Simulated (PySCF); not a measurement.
# B2H8N2Si: electronic excitations and core binding energies

Wanted: the electronic excitations and core binding energies of B2H8N2Si (`NBB(N)[SiH3]`), by calculation.

Computed with PySCF 2.14.0, with density-fitted response routines of our own, on a single molecule in the gas phase. Atoms are numbered from 0 throughout.

**1. The molecule as given**

13 atoms, charge 0, multiplicity 1; geometry from: GFN2-xTB.

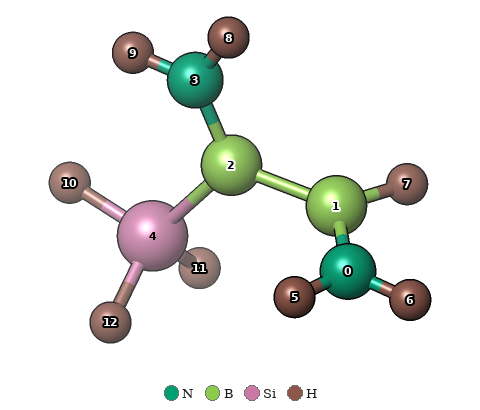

As it starts; nitrogen teal, boron green, silicon pink, hydrogen brown, atoms numbered.

**2. TDDFT and polarisability: PBE0/def2-SVPD**

What the job is given:

```
{"job": {"kind": "uv", "xc": "PBE0", "basis": "def2-SVPD", "nstates": 8, "ntriplets": 3}, "charge": 0, "multiplicity": 1}
N      2.255375    -0.171334     0.470147
B      1.319715     0.006964    -0.542335
B     -0.279691     0.363921    -0.245361
N     -0.779893     1.660693    -0.287566
Si    -1.577461    -1.063176     0.163741
H      2.048228    -0.061834     1.449333
H      3.213461    -0.441799     0.316884
H      1.739807    -0.173800    -1.635856
H     -0.220314     2.476400    -0.483980
H     -1.749242     1.901923    -0.143430
H     -2.988941    -0.614027     0.165702
H     -1.575979    -2.220510    -0.749501
H     -1.409453    -1.662934     1.504495
```

Method: TDDFT PBE0/def2-SVPD, vertical, gas phase, core orbitals frozen in the response.

Command:

```bash
$ OMP_NUM_THREADS=1 python probes_run.py task.json out
```

The driver reads the jobs from task.json and runs them one after another.

Log:

```text
coarse grid: 10880 points
cycle   1  E = -452.9472365203  dE =  2.497e-01  |g| = 4.288e-01  |ddm| = 5.237e+00
cycle   2  E = -452.9415023112  dE =  5.734e-03  |g| = 4.785e-01  |ddm| = 1.536e+00
cycle   3  E = -452.9968226494  dE = -5.532e-02  |g| = 6.408e-02  |ddm| = 7.896e-01
cycle   4  E = -452.9977211081  dE = -8.985e-04  |g| = 2.558e-02  |ddm| = 1.262e-01
cycle   5  E = -452.9978997860  dE = -1.787e-04  |g| = 4.497e-03  |ddm| = 4.819e-02
cycle   6  E = -452.9979071777  dE = -7.392e-06  |g| = 1.157e-03  |ddm| = 1.413e-02
final grid: 99304 points
cycle   7  E = -453.0473208687  dE = -2.012e-05  |g| = 7.183e-03  |ddm| = 8.062e-02
cycle   8  E = -453.0473108166  dE =  1.005e-05  |g| = 1.001e-02  |ddm| = 2.038e-02
cycle   9  E = -453.0473329819  dE = -2.217e-05  |g| = 7.870e-04  |ddm| = 1.002e-02
cycle  10  E = -453.0473331767  dE = -1.948e-07  |g| = 1.443e-04  |ddm| = 1.753e-03
cycle  11  E = -453.0473331825  dE = -5.769e-09  |g| = 3.221e-05  |ddm| = 3.746e-04
cycle  12  E = -453.0473331826  dE = -1.590e-10  |g| = 2.308e-05  |ddm| = 7.154e-05
converged SCF energy = -453.0473331826

Static polarisability (au): isotropic 77.027, principal 65.829 78.139 87.113

Singlet excitations
state   eV       nm        f      main configurations
  1   4.9645    249.7   0.00030   H->L 0.97
  2   5.6532    219.3   0.05027   H->L+1 0.95
  3   6.5372    189.7   0.02319   H->L+2 0.89
  4   6.6204    187.3   0.02427   H-1->L 0.76, H-2->L 0.14
  5   6.9948    177.3   0.02291   H-2->L 0.34, H-2->L+1 0.21, H-1->L+1 0.18
  6   7.0242    176.5   0.02301   H->L+3 0.75, H-2->L 0.12
  7   7.1247    174.0   0.02152   H-3->L 0.93
  8   7.2270    171.6   0.11126   H-1->L+1 0.42, H-2->L 0.26

Triplet excitations (Tamm-Dancoff, eV): 4.2751 4.9794 5.5259
```

It took 25 s on 1 thread of Arm Neoverse V2, shared host; peak memory 0.69 GiB.

The orbitals next to the gap, with their largest atomic shares:

| orbital | eV | atoms |
| --- | --- | --- |
| HOMO−3 | -8.93 | Si4 37 %, H10 19 %, H11 13 % |
| HOMO−2 | -8.64 | N3 37 %, N0 17 %, B2 11 % |
| HOMO−1 | -8.44 | N0 42 %, N3 16 %, B1 14 % |
| HOMO | -7.14 | B2 29 %, B1 19 %, Si4 18 % |
| LUMO | -0.60 | B2 32 %, N3 17 %, Si4 16 % |
| LUMO+1 | -0.13 | B1 23 %, B2 20 %, N0 12 % |
| LUMO+2 | 0.51 | B1 23 %, B2 22 %, Si4 17 % |

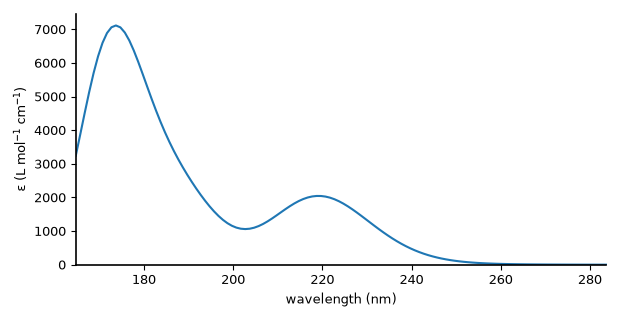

Absorption spectrum: each of the 8 states is a Gaussian band of 0.4 eV half-width at 1/e. Beyond the last state computed it falls off for lack of states.

Ground-state properties from the same run:

```csv
property,computed
dipole moment (D),2.84
polarisability (Å³),11.41
HOMO–LUMO gap (eV),6.54
−ε(HOMO) (eV),7.14
```

**3. Core-electron binding energies: SCAN, X2C**

Settings changed since step 2:

```diff
@@ -1,2 +1,2 @@
-{"job": {"kind": "uv", "xc": "PBE0", "basis": "def2-SVPD", "nstates": 8, "ntriplets": 3}, "charge": 0, "multiplicity": 1}
+{"job": {"kind": "xps"}, "charge": 0, "multiplicity": 1}
 N      2.255375    -0.171334     0.470147
```

Method: delta-SCF UKS SCAN, pcX-2 on the ionised atom, pcseg-1 elsewhere, spin-free X2C.

Log:

```text
ground state, core basis on atom 0 (N), 145 functions
  cycle   1  E = -454.01662085  |g| = 5.29e-01
  cycle   2  E = -453.96926156  |g| = 7.12e-01
  cycle   3  E = -454.08633302  |g| = 1.07e-01
  cycle   4  E = -454.08924919  |g| = 3.36e-02
  cycle   5  E = -454.08957376  |g| = 7.60e-03
  cycle   6  E = -454.08959640  |g| = 1.80e-03
  cycle   7  E = -454.08959766  |g| = 8.52e-04
  cycle   8  E = -454.08959898  |g| = 3.72e-04
  E(ground) = -454.12907147 Eh
hole in N 1s of atom 0
  cycle   1  E = -438.50565468  |g| = 1.86e+00
  cycle   2  E = -437.84726448  |g| = 2.03e+00
  cycle   3  E = -439.13597485  |g| = 3.95e-01
  cycle   4  E = -439.16236223  |g| = 2.73e-01
  cycle   5  E = -439.19980881  |g| = 8.24e-02
  cycle   6  E = -439.20275738  |g| = 2.92e-02
  cycle   7  E = -439.20331443  |g| = 4.04e-03
  cycle   8  E = -439.20332852  |g| = 1.55e-03
  cycle   9  E = -439.20332978  |g| = 7.12e-04
  cycle  10  E = -439.20333099  |g| = 2.36e-04
  E(ion) = -439.24231150 Eh   <S^2> = 0.7643   hole on atom = 1.000   binding energy = 405.089 eV
ground state, core basis on atom 1 (B), 145 functions
  cycle   1  E = -454.07058103  |g| = 4.86e-02
  cycle   2  E = -454.07053308  |g| = 2.50e-02
  cycle   3  E = -454.07061878  |g| = 1.77e-02
  cycle   4  E = -454.07070165  |g| = 5.74e-03
  cycle   5  E = -454.07071033  |g| = 4.54e-04
  E(ground) = -454.11293578 Eh
hole in B 1s of atom 1
  cycle   1  E = -446.50391171  |g| = 1.17e+00
  cycle   2  E = -444.37892787  |g| = 1.85e+00
  cycle   3  E = -446.71399027  |g| = 5.21e-01
  cycle   4  E = -446.85820268  |g| = 3.37e-01
  cycle   5  E = -446.90344223  |g| = 1.51e-01
  cycle   6  E = -446.91486486  |g| = 2.95e-02
  cycle   7  E = -446.91531421  |g| = 1.84e-02
  cycle   8  E = -446.91551049  |g| = 8.39e-03
  cycle   9  E = -446.91559995  |g| = 5.05e-03
  cycle  10  E = -446.91564280  |g| = 3.13e-03
  cycle  11  E = -446.91567366  |g| = 1.85e-03
  cycle  12  E = -446.91568454  |g| = 9.05e-04
  cycle  13  E = -446.91568560  |g| = 2.22e-04
  E(ion) = -446.95819764 Eh   <S^2> = 0.8100   hole on atom = 1.000   binding energy = 194.690 eV
ground state, core basis on atom 2 (B), 145 functions
  cycle   1  E = -454.07046697  |g| = 4.92e-02
  cycle   2  E = -454.07034276  |g| = 3.18e-02
  cycle   3  E = -454.07050886  |g| = 2.10e-02
  cycle   4  E = -454.07061621  |g| = 6.63e-03
  cycle   5  E = -454.07062765  |g| = 5.45e-04
  cycle   6  E = -454.07062886  |g| = 1.66e-04
  E(ground) = -454.11239397 Eh
hole in B 1s of atom 2
  cycle   1  E = -446.49551132  |g| = 1.18e+00
  cycle   2  E = -444.39320986  |g| = 1.97e+00
  cycle   3  E = -446.63119377  |g| = 7.33e-01
  cycle   4  E = -446.85259847  |g| = 3.52e-01
  cycle   5  E = -446.89785323  |g| = 1.98e-01
  cycle   6  E = -446.91513517  |g| = 7.25e-02
  cycle   7  E = -446.91782891  |g| = 1.71e-02
  cycle   8  E = -446.91804144  |g| = 7.35e-03
  cycle   9  E = -446.91812459  |g| = 4.87e-03
  cycle  10  E = -446.91816784  |g| = 2.76e-03
  cycle  11  E = -446.91820296  |g| = 1.27e-03
  cycle  12  E = -446.91820751  |g| = 6.32e-04
  cycle  13  E = -446.91820802  |g| = 2.14e-04
  E(ion) = -446.96047145 Eh   <S^2> = 0.8119   hole on atom = 1.000   binding energy = 194.614 eV
ground state, core basis on atom 3 (N), 145 functions
  cycle   1  E = -454.08946516  |g| = 7.24e-02
  cycle   2  E = -454.08945082  |g| = 1.30e-02
  cycle   3  E = -454.08942447  |g| = 1.57e-02
  cycle   4  E = -454.08950477  |g| = 2.36e-03
  cycle   5  E = -454.08950451  |g| = 2.72e-04
  E(ground) = -454.12883560 Eh
hole in N 1s of atom 3
  cycle   1  E = -438.49416049  |g| = 1.86e+00
  cycle   2  E = -437.65481244  |g| = 2.13e+00
  cycle   3  E = -439.10796517  |g| = 4.47e-01
  cycle   4  E = -439.12704664  |g| = 3.72e-01
  cycle   5  E = -439.19531117  |g| = 9.23e-02
  cycle   6  E = -439.19960314  |g| = 2.15e-02
  cycle   7  E = -439.19987604  |g| = 5.08e-03
  cycle   8  E = -439.19989135  |g| = 2.26e-03
  cycle   9  E = -439.19989485  |g| = 8.22e-04
  cycle  10  E = -439.19989594  |g| = 3.19e-04
  E(ion) = -439.23836641 Eh   <S^2> = 0.7644   hole on atom = 1.000   binding energy = 405.190 eV
ground state, core basis on atom 4 (Si), 156 functions
  cycle   1  E = -454.16880213  |g| = 2.86e-01
  cycle   2  E = -454.16887832  |g| = 2.92e-02
  cycle   3  E = -454.16887722  |g| = 1.98e-02
  cycle   4  E = -454.16891628  |g| = 7.69e-03
  cycle   5  E = -454.16892856  |g| = 1.02e-03
  cycle   6  E = -454.16892690  |g| = 1.62e-04
  E(ground) = -454.16840483 Eh
hole in Si 1s of atom 4
  cycle   1  E = -385.28670597  |g| = 4.35e+00
  cycle   2  E = -385.50356460  |g| = 2.06e+00
  cycle   3  E = -386.05098616  |g| = 7.12e-01
  cycle   4  E = -386.25130348  |g| = 4.27e-01
  cycle   5  E = -386.33409424  |g| = 1.55e-01
  cycle   6  E = -386.34660292  |g| = 2.62e-02
  cycle   7  E = -386.34688297  |g| = 1.33e-02
  cycle   8  E = -386.34695135  |g| = 6.52e-03
  cycle   9  E = -386.34697056  |g| = 2.60e-03
  cycle  10  E = -386.34697465  |g| = 3.27e-04
  E(ion) = -386.35473936 Eh   <S^2> = 0.7524   hole on atom = 1.000   binding energy = 1845.304 eV
hole in Si 2p of atom 4
  cycle   1  E = -449.94336428  |g| = 1.23e+00
  cycle   2  E = -449.85699878  |g| = 1.04e+00
  cycle   3  E = -450.21009648  |g| = 3.22e-01
  cycle   4  E = -450.25605219  |g| = 1.56e-01
  cycle   5  E = -450.26667039  |g| = 4.34e-02
  cycle   6  E = -450.26776166  |g| = 1.02e-02
  cycle   7  E = -450.26781979  |g| = 2.97e-03
  cycle   8  E = -450.26782499  |g| = 1.11e-03
  cycle   9  E = -450.26782596  |g| = 4.83e-04
  E(ion) = -450.27965976 Eh   <S^2> = 0.7521   hole on atom = 1.002   binding energy = 105.818 eV
  2p3/2 = 105.634 eV   2p1/2 = 106.258 eV
```

It took 46 s on 1 thread of Arm Neoverse V2, shared host; peak memory 0.44 GiB.

The holes in one table. −ε is the ground-state orbital energy:

| hole | stands for | environment | ΔSCF (eV; 2p as the shell's mean) | −ε (eV) | ⟨S²⟩ |
| --- | --- | --- | --- | --- | --- |
| N1s on N0 | N0 | nitrogen bonded to B, 2 H | 405.09 | 385.9 | 0.764 |
| B1s on B1 | B1 | boron bonded to B, N, H | 194.69 | 179.0 | 0.810 |
| B1s on B2 | B2 | boron bonded to B, N, Si | 194.61 | 179.2 | 0.812 |
| N1s on N3 | N3 | nitrogen bonded to B, 2 H | 405.19 | 386.2 | 0.764 |
| Si1s on Si4 | Si4 | silicon bonded to B, 3 H | 1845.30 | 1792.2 | 0.752 |
| Si2p on Si4 | Si4 | silicon bonded to B, 3 H | 105.84 | 95.1 | 0.752 |

With the spin-orbit splitting: Si4 2p3/2 105.63, 2p1/2 106.26 eV. The table gives each 2p level as the mean over the whole 2p shell (two parts 2p3/2, one part 2p1/2), which differs a little from the single hole in the log.

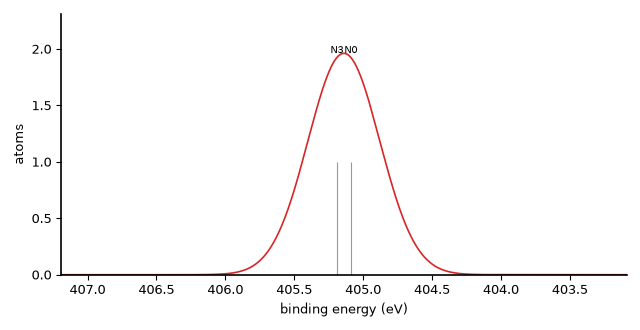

The N1s photoelectron lines, weighted by the number of atoms. Lines are broadened to a width of 0.60 eV (Gaussian).

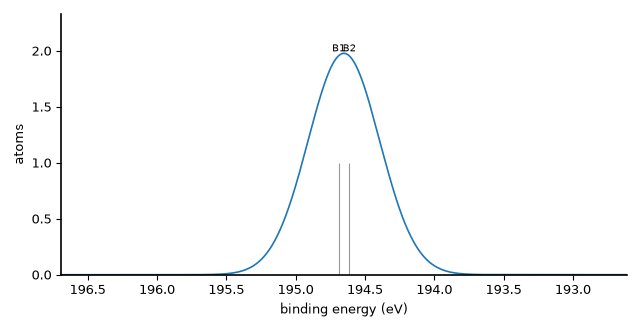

The B1s photoelectron lines, weighted by the number of atoms. Lines are broadened to a width of 0.60 eV (Gaussian).

**4. Outcome**

| quantity | value |
| --- | --- |
| lowest singlet (PBE0/def2-SVPD) | 4.96 eV (250 nm), f = 0.000 |
| brightest single state of those computed | state 8, 7.23 eV, f = 0.111 |
| lowest triplet | 4.28 eV |
| N1s binding energies, SCAN/pcX-2 | N3 405.19, N0 405.09 eV |
| B1s binding energies, SCAN/pcX-2 | B1 194.69, B2 194.61 eV |
| Si1s binding energies, SCAN/pcX-2 | Si4 1845.30 eV |
| Si2p binding energies, SCAN/pcX-2 | Si4 105.84 eV |

**Reading.** The lowest singlet, at 4.96 eV, is HOMO→LUMO 0.97 and is dark; of the 8 states computed, the strongest absorption comes from state 8 at 7.23 eV (the last computed, so partners may be missing). The lowest triplet lies 0.69 eV below the lowest singlet (triplets in Tamm-Dancoff, singlets in full TDDFT). States above −ε(HOMO) lie where TDDFT describes them poorly and they hang on the basis; the brightest is among them. N3 (nitrogen bonded to B, 2 H) binds its N1s electron 0.10 eV more tightly than N0 (nitrogen bonded to B, 2 H). The B1s levels computed lie within 0.08 eV of one another, too close to rank.
